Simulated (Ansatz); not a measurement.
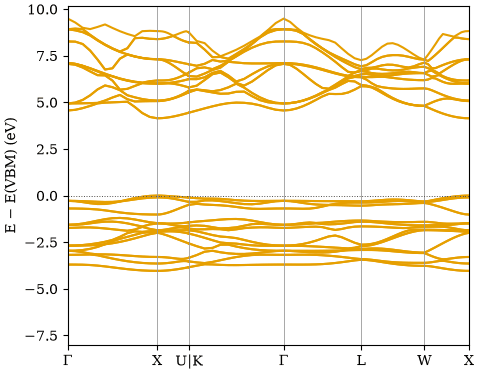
Band structure from r²SCAN with spin–orbit coupling in the plane-wave PAW code Ansatz

Task: Read off the gap and where the band edges lie.

Result: About 4.1 eV (4.15 eV by a search for the band edges); maximum at X, minimum at X.

The material is Li6SI2O in space group Fm-3m (No. 225; Li on 24e, I on 8c, S on 4a, O on 4b).

The start of the workflow was typed in or built on a structure type; neither database checked (COD, Materials Project) lists it. Its standing as an ambient phase is unchecked. The r²SCAN relaxation kept the symmetry of its start; its stability against distortions is not shown here. The volume moved by 21 % from the start of the relaxation.

Potentials: the later of the program's two PAW sets.
